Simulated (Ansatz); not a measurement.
# CH5BN2O: single points with varied inputs, part 2 of 2

Ansatz 0.2.0, Gaussian basis; the settings change from run to run. Earlier steps stand in the parts before.

## (7) rPW86-PBE/cc-pVTZ-DK

This run has charge -1, multiplicity 2, rVV10 dispersion.

in.yaml

```yaml
crystal:
  periodic: [false, false, false]
  atoms:
    - {symbol: N, position_ang: [-1.649202, 0.413288, -0.796343]}
    - {symbol: B, position_ang: [-0.422009, 0.200796, -0.161664]}
    - {symbol: N, position_ang: [0.209643, -0.884679, 0.543690]}
    - {symbol: C, position_ang: [1.363662, 0.001378, 0.579574]}
    - {symbol: O, position_ang: [0.647303, 1.093069, -0.012677]}
    - {symbol: H, position_ang: [-1.887199, 1.297270, -1.207795]}
    - {symbol: H, position_ang: [-2.389387, -0.262884, -0.799308]}
    - {symbol: H, position_ang: [0.292445, -1.859642, 0.318019]}
    - {symbol: H, position_ang: [1.709874, 0.258580, 1.586244]}
    - {symbol: H, position_ang: [2.207970, -0.308376, -0.046740]}
basis:
  gaussian: {orbitals: cc-pVTZ-DK}
total_charge: -1
magnetization: {spin_polarized: true, initial_magnetization: 1}
hamiltonian: {xc: {name: rPW86-PBE}, dispersion: rvv10}
```

On the command line:

```console
ansatz run in.yaml --threads 2 --pin off --events-out ev --progress --plain --max-ram 4352MiB
```

Standard output, shortened:

```text
Functional definition: rPW86-PBE+rVV10
  name "rPW86-PBE+rVV10"
  cite "Murray, Lee & Langreth, J. Chem. Theory Comput. 5, 2754 (2009) doi:10.1021/ct900365q"
  cite "Perdew, Burke & Ernzerhof, Phys. Rev. Lett. 77, 3865 (1996) doi:10.1103/PhysRevLett.77.3865"
  cite "Vydrov & Van Voorhis, J. Chem. Phys. 133, 244103 (2010) doi:10.1063/1.3521275"
  cite "Sabatini, Gorni & de Gironcoli, Phys. Rev. B 87, 041108(R) (2013) doi:10.1103/PhysRevB.87.041108"
  parent "pbe"
[...]
1201 factors; their error is unknown
[...]
mean field -6838.26639977 eV, -251.3016550482 hartree, gradient 2.5e-5 eV, S^2 0.750659; 4 other end points of the search recorded, 0 dependent functions left out
reference -6838.26652140 eV, -251.3016595180 hartree; 20, 19 occupied and 200, 201 virtual orbitals, 1201 factors
Total energy: -6838.26652140 eV, -251.3016595180 hartree
Relativity: scalar
```

Wall time 27 s (2 threads of Arm Neoverse V2, shared host); peak memory 0.51 GiB.

⟨S²⟩ 0.751.

## (8) B3LYP5/def2-mTZVP

Set apart from the defaults: multiplicity 3.

in.yaml: that of step 7 with these lines changed.

```diff
@@ -14,5 +14,5 @@
 basis:
-  gaussian: {orbitals: cc-pVTZ-DK}
-total_charge: -1
-magnetization: {spin_polarized: true, initial_magnetization: 1}
-hamiltonian: {xc: {name: rPW86-PBE}, dispersion: rvv10}
+  gaussian: {orbitals: def2-mTZVP}
+magnetization: {spin_polarized: true, initial_magnetization: 2}
+hamiltonian: {xc: {name: B3LYP5}}
+output: {forces: true}
```

Launched as before.

Standard output, shortened:

```text
Functional definition: B3LYP5
  name "B3LYP5"
  cite "Stephens, Devlin, Chabalowski & Frisch, J. Phys. Chem. 98, 11623 (1994) doi:10.1021/j100096a001"
  cite "Becke, Phys. Rev. A 38, 3098 (1988) doi:10.1103/PhysRevA.38.3098"
  cite "Lee, Yang & Parr, Phys. Rev. B 37, 785 (1988) doi:10.1103/PhysRevB.37.785"
  cite "Vosko, Wilk & Nusair, Can. J. Phys. 58, 1200 (1980) doi:10.1139/p80-159"
[...]
1006 factors; their error is unknown
[...]
mean field -6816.44320650 eV, -250.4996674877 hartree, gradient 1.2e-5 eV, S^2 2.016394; 6 other end points of the search recorded, 0 dependent functions left out
[...]
reference -6816.44348672 eV, -250.4996777856 hartree; 20, 18 occupied and 95, 97 virtual orbitals, 1006 factors
Total energy: -6816.44348672 eV, -250.4996777856 hartree
Atom 0 at    -1.649202     0.413288    -0.796343 Å, force     0.774564    -0.271537     0.595565 eV/Å
Atom 1 at    -0.422009     0.200796    -0.161664 Å, force    -0.000721     0.751685    -0.075176 eV/Å
Atom 2 at     0.209643    -0.884679     0.543690 Å, force     0.785898     0.470031    -0.018474 eV/Å
Atom 3 at     1.363662     0.001378     0.579574 Å, force     0.303402     0.555142     0.516366 eV/Å
Atom 4 at     0.647303     1.093069    -0.012677 Å, force    -0.172954    -0.132667    -0.092927 eV/Å
Atom 5 at    -1.887199     1.297270    -1.207795 Å, force    -0.325144     1.522492    -0.838126 eV/Å
Atom 6 at    -2.389387    -0.262884    -0.799308 Å, force    -1.035756    -1.214407     0.023489 eV/Å
Atom 7 at     0.292445    -1.859642     0.318019 Å, force    -0.235135    -1.304525    -0.105403 eV/Å
Atom 8 at     1.709874     0.258580     1.586244 Å, force     0.020591    -0.096316     0.000412 eV/Å
Atom 9 at     2.207970    -0.308376    -0.046740 Å, force    -0.114743    -0.279899    -0.005727 eV/Å
Dipole moment:     0.437701    -0.081029     0.274055 e Å
```

Wall time 12 s (2 threads of Arm Neoverse V2, shared host).

Largest force 1.768 eV/Å, dipole 2.51 D, ⟨S²⟩ 2.016.

## (9) r2SCANh/STO-3G

This run has atoms shaken by 0.15 Å, relativity set to scalar.

in.yaml

```yaml
crystal:
  periodic: [false, false, false]
  atoms:
    - {symbol: N, position_ang: [-1.720664, 0.381537, -0.864715]}
    - {symbol: B, position_ang: [-0.318268, 0.165576, 0.156038]}
    - {symbol: N, position_ang: [0.408254, -0.977690, 0.611083]}
    - {symbol: C, position_ang: [1.511280, -0.127097, 0.496322]}
    - {symbol: O, position_ang: [0.808905, 1.207105, 0.092421]}
    - {symbol: H, position_ang: [-1.804261, 1.312288, -1.125137]}
    - {symbol: H, position_ang: [-2.411795, -0.402225, -0.931318]}
    - {symbol: H, position_ang: [0.298067, -1.751724, 0.293055]}
    - {symbol: H, position_ang: [1.639746, 0.024979, 1.939858]}
    - {symbol: H, position_ang: [2.134689, -0.239457, -0.299948]}
basis:
  gaussian: {orbitals: STO-3G}
hamiltonian: {xc: {name: r2SCANh}, pseudopotentials: {relativity: scalar}}
output: {forces: true}
```

Launched as before.

Standard output, shortened:

```text
Functional definition: r2SCANh
  name "r2SCANh"
  cite "Bursch, Neugebauer, Ehlert & Grimme, J. Chem. Phys. 156, 134105 (2022) doi:10.1063/5.0086040"
  cite "Furness, Kaplan, Ning, Perdew & Sun, J. Phys. Chem. Lett. 11, 8208 (2020) doi:10.1021/acs.jpclett.0c02405"
  cite "Furness, Kaplan, Ning, Perdew & Sun, J. Phys. Chem. Lett. 11, 9248 (2020) doi:10.1021/acs.jpclett.0c03077"
  parent r2scan
[...]
423 factors; integrals over basis functions are off by at most 6.7e-5 eV
[...]
mean field -6727.52722707 eV, -247.2320655133 hartree, gradient 2.2e-5 eV, S^2 0.000000; 0 other end points of the search recorded, 0 dependent functions left out
[...]
reference -6727.52723260 eV, -247.2320657165 hartree; 19, 19 occupied and 11, 11 virtual orbitals, 423 factors
Total energy: -6727.52723260 eV, -247.2320657165 hartree
Relativity: scalar
Atom 0 at    -1.720664     0.381537    -0.864715 Å, force     7.143164    -5.597780     5.888626 eV/Å
Atom 1 at    -0.318268     0.165576     0.156038 Å, force    -4.916271     3.636622    -5.615411 eV/Å
Atom 2 at     0.408254    -0.977690     0.611083 Å, force    -2.481912    14.832198     4.925758 eV/Å
Atom 3 at     1.511280    -0.127097     0.496322 Å, force    -0.116266     4.998549     9.569005 eV/Å
Atom 4 at     0.808905     1.207105     0.092421 Å, force    -2.759254    -4.934643     1.229235 eV/Å
Atom 5 at    -1.804261     1.312288    -1.125137 Å, force    -1.640508     3.232567    -1.295229 eV/Å
Atom 6 at    -2.411795    -0.402225    -0.931318 Å, force    -0.028101     1.540760    -0.138328 eV/Å
Atom 7 at     0.298067    -1.751724     0.293055 Å, force    -1.552473   -16.245775    -6.463635 eV/Å
Atom 8 at     1.639746     0.024979     1.939858 Å, force     2.045598    -0.081467    -5.547637 eV/Å
Atom 9 at     2.134689    -0.239457    -0.299948 Å, force     4.306024    -1.381031    -2.552384 eV/Å
Dipole moment:    -0.065496    -0.314347    -0.101794 e Å
```

Run time: 1.6 s. Hardware: 2 threads of Arm Neoverse V2, shared host.

Largest force 17.553 eV/Å, dipole 1.62 D.

## (10) PBEsol/ANO-RCC-VTZP

This run has unrestricted orbitals, a grid of angular degree 23, relativity set to scalar.

in.yaml

```yaml
crystal:
  periodic: [false, false, false]
  atoms:
    - {symbol: N, position_ang: [-1.649202, 0.413288, -0.796343]}
    - {symbol: B, position_ang: [-0.422009, 0.200796, -0.161664]}
    - {symbol: N, position_ang: [0.209643, -0.884679, 0.543690]}
    - {symbol: C, position_ang: [1.363662, 0.001378, 0.579574]}
    - {symbol: O, position_ang: [0.647303, 1.093069, -0.012677]}
    - {symbol: H, position_ang: [-1.887199, 1.297270, -1.207795]}
    - {symbol: H, position_ang: [-2.389387, -0.262884, -0.799308]}
    - {symbol: H, position_ang: [0.292445, -1.859642, 0.318019]}
    - {symbol: H, position_ang: [1.709874, 0.258580, 1.586244]}
    - {symbol: H, position_ang: [2.207970, -0.308376, -0.046740]}
basis:
  gaussian: {orbitals: ANO-RCC-VTZP, final_grid: {core_spheres: 8, valence_spheres: 7, degree: 23}}
magnetization: {spin_polarized: true, initial_magnetization: 0}
hamiltonian: {xc: {name: PBEsol}, pseudopotentials: {relativity: scalar}}
output: {forces: true}
```

Launched as before.

Standard output, shortened:

```text
Functional definition: PBEsol
  name "PBEsol"
  cite "Perdew et al., Phys. Rev. Lett. 100, 136406 (2008) doi:10.1103/PhysRevLett.100.136406"
  cite "Perdew, Burke & Ernzerhof, Phys. Rev. Lett. 77, 3865 (1996) doi:10.1103/PhysRevLett.77.3865"
  parent pbesol
[...]
1452 factors; their error is unknown
[...]
mean field -6796.53584042 eV, -249.7680852780 hartree, gradient 3.7e-5 eV, S^2 0.000000; 0 other end points of the search recorded, 0 dependent functions left out
[...]
reference -6796.53590975 eV, -249.7680878258 hartree; 19, 19 occupied and 201, 201 virtual orbitals, 1452 factors
Total energy: -6796.53590975 eV, -249.7680878258 hartree
Relativity: scalar
Atom 0 at    -1.649202     0.413288    -0.796343 Å, force     0.249195    -0.043584     0.089733 eV/Å
Atom 1 at    -0.422009     0.200796    -0.161664 Å, force    -0.128131    -0.117039    -0.021982 eV/Å
Atom 2 at     0.209643    -0.884679     0.543690 Å, force    -0.079134     0.138320     0.187729 eV/Å
Atom 3 at     1.363662     0.001378     0.579574 Å, force    -0.092323    -0.116613     0.007917 eV/Å
Atom 4 at     0.647303     1.093069    -0.012677 Å, force     0.119979     0.495359    -0.092767 eV/Å
Atom 5 at    -1.887199     1.297270    -1.207795 Å, force    -0.118118     0.402024    -0.194686 eV/Å
Atom 6 at    -2.389387    -0.262884    -0.799308 Å, force    -0.344214    -0.302222    -0.003760 eV/Å
Atom 7 at     0.292445    -1.859642     0.318019 Å, force     0.032266    -0.460450    -0.088528 eV/Å
Atom 8 at     1.709874     0.258580     1.586244 Å, force     0.101253     0.096695     0.317241 eV/Å
Atom 9 at     2.207970    -0.308376    -0.046740 Å, force     0.259226    -0.092490    -0.200897 eV/Å
Dipole moment:    -0.162653    -0.340322    -0.155935 e Å
```

Run time: 8.5 s. Hardware: 2 threads of Arm Neoverse V2, shared host.

Largest force 0.518 eV/Å, dipole 1.96 D, ⟨S²⟩ 0.000.

## (11) The runs in one table

| level | charge | multiplicity | geometry | functions | energy (eV) | time |
| --- | --- | --- | --- | --- | --- | --- |
| wB97X-V/ANO-RCC-VTZP | 0 | 1 | relaxed | 220 | -6828.744 | 25 s |
| BLYP/def2-TZVP | 0 | 3 | shaken, point charge | 185 | -6819.521 | 15 s |
| HSE06/def2-TZVPD | 0 | 1 | relaxed | 233 | -6818.835 | 4.4 s |
| r2SCAN/x2c-TZVPPall | 0 | 1 | relaxed | 225 | -6826.758 | 6 s |
| PBE0/def2-mTZVP | 0 | 1 | relaxed, point charge | 115 | -6818.631 | 2.3 s |
| rPW86-PBE/cc-pVTZ-DK | -1 | 2 | relaxed | 220 | -6838.267 | 27 s |
| B3LYP5/def2-mTZVP | 0 | 3 | relaxed | 115 | -6816.443 | 12 s |
| r2SCANh/STO-3G | 0 | 1 | shaken | 30 | -6727.527 | 1.6 s |
| PBEsol/ANO-RCC-VTZP | 0 | 1 | relaxed | 220 | -6796.536 | 8.5 s |

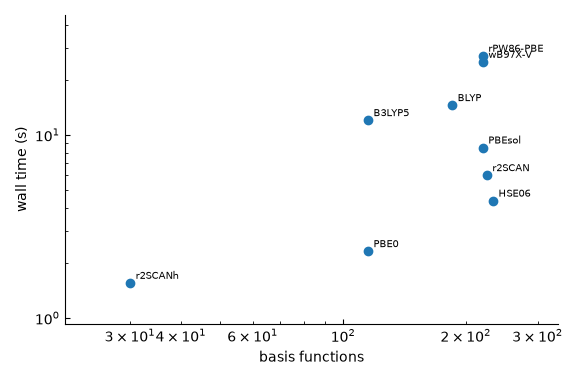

Wall time against the number of basis functions (shared host).

## (12) Results

What follows sums up all 2 parts.

| quantity | value |
| --- | --- |
| runs | 9 |
| quickest | r2SCANh/STO-3G, 1.6 s |
| slowest | rPW86-PBE/cc-pVTZ-DK, 27 s |
| spread of total energies, same state and geometry | 32.2 eV |
| dipole, same state and geometry | 1.96 to 2.01 D |

**Reading.** Run time spans a factor of 17, from r2SCANh/STO-3G to rPW86-PBE/cc-pVTZ-DK. The jobs differ in tasks and options as well as level. Total energies at one charge and spin differ by 32 eV between levels, so only differences within one level mean anything. At the PBE0-D4/def2-TZVP geometry and in the same state, runs without warnings or point charges leave forces up to 0.52 eV/Å (PBEsol/ANO-RCC-VTZP), against 17.6 eV/Å where the atoms were moved.
